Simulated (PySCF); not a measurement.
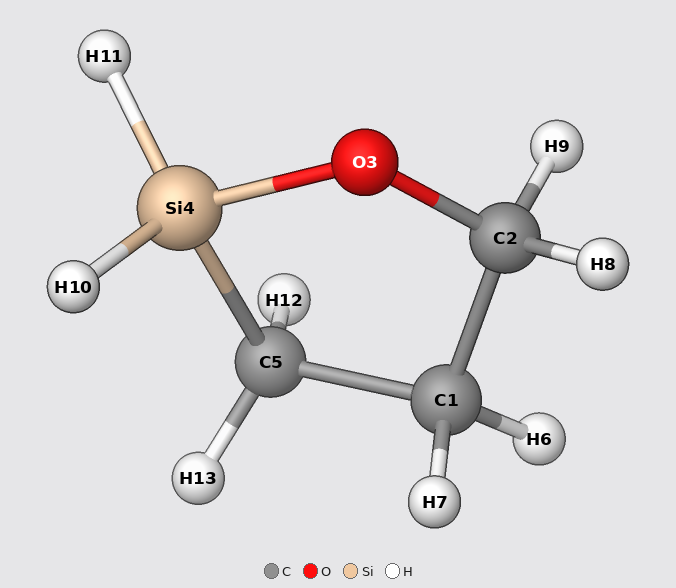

Computed geometry: GFN2-xTB optimisation. No frequency run is at hand to confirm it as a minimum. Method: delta-SCF UKS SCAN, pcX-2 on the ionised atom, pcseg-1 elsewhere, spin-free X2C (PySCF 2.14.0).

Give the core-electron binding energies (to vacuum; p and d levels without spin–orbit splitting) of C1 1s, C2 1s, O3 1s, Si4 1s, Si4 2p, C5 1s.

```json
{"atom": "C1", "level": "1s", "binding energy (eV)": "290.7"}
{"atom": "C2", "level": "1s", "binding energy (eV)": "292.1"}
{"atom": "O3", "level": "1s", "binding energy (eV)": "537.7"}
{"atom": "Si4", "level": "1s", "binding energy (eV)": "1846.7"}
{"atom": "Si4", "level": "2p", "binding energy (eV)": "107.1"}
{"atom": "C5", "level": "1s", "binding energy (eV)": "290.1"}
```

The geometry is semi-empirical. Around Si such bond lengths and angles can be off by a tenth of an ångström or more and by several degrees, and values that hang on the shape move with them.
